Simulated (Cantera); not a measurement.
Feed: 1 mol CH4, 0.051 mol NH3, 0.88 mol N2, equilibrated at 72.0 bar.

Method: chemical equilibrium by Gibbs-energy minimisation in Cantera with the NASA 1993 tables (ideal gas, pure condensed phases). Candidate condensed phases: C, C6H6, C7H8, C8H18; 92 gas species. The ideal-gas law is rough above about 30 bar. Rates play no part.

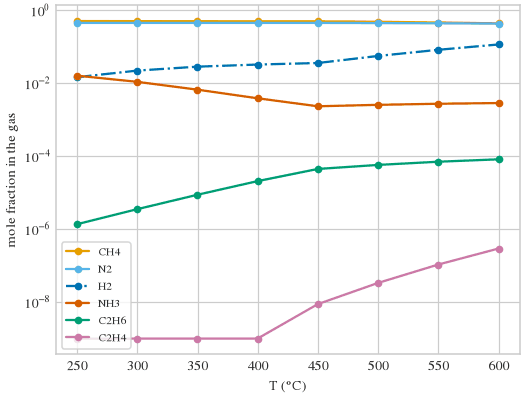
Equilibrium gas composition (values under 1e-9 drawn at 1e-9)

Read off the mole fractions at 500 °C.

CH4 about 0.49, N2 about 0.45, H2 about 0.057, NH3 about 0.0026, C2H6 about 5.8e-5, C2H4 about 3.4e-8.
